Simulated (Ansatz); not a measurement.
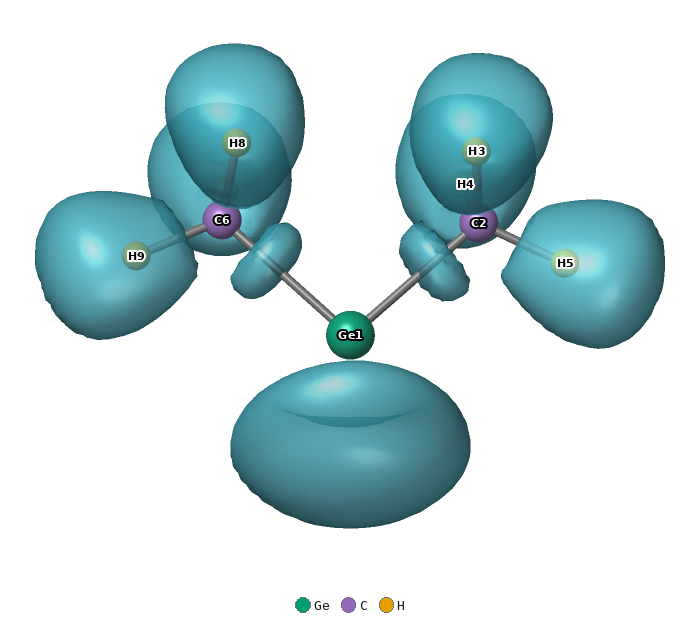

Figure 1: C2H6Ge (GeMe2). Isosurface of the electron localisation function at 0.8 (cyan), seen at an oblique angle. Only the valence region is drawn (cores and ρ < 0.01 e/Å³ removed).

Geometry: PBE-D4/def2-TZVP.

The calculation used RKS PBE0-D4/def2-TZVP (Ansatz).

| atom | x (Å) | y (Å) | z (Å) |
| --- | --- | --- | --- |
| Ge | 0.0009 | 0.0104 | -1.3968 |
| C | 1.4857 | -0.0132 | -0.0356 |
| H | 1.4034 | -0.9314 | 0.5710 |
| H | 1.3723 | 0.8361 | 0.6589 |
| H | 2.4830 | 0.0239 | -0.4919 |
| C | -1.4856 | 0.0122 | -0.0373 |
| H | -1.4103 | 0.9292 | 0.5722 |
| H | -1.3675 | -0.8383 | 0.6547 |
| H | -2.4820 | -0.0288 | -0.4951 |

### Describe the localisation domains.

At this value the surface marks out six regions around hydrogen nuclei, two lobes of the valence shell of C pointing towards Ge (polar bonds) and one lobe on Ge, pointing away from the bonds (lone pairs). Profiles from the grid: C–Ge (2.01 Å): the ELF peaks at about 0.90 in the valence shell of C, 0.8 Å from its nucleus, and is about 0.70 at the midpoint. C–H (1.10 Å): the ELF climbs to about 1 towards the hydrogen, as it does in any bond to H (a covalent bond by its length).
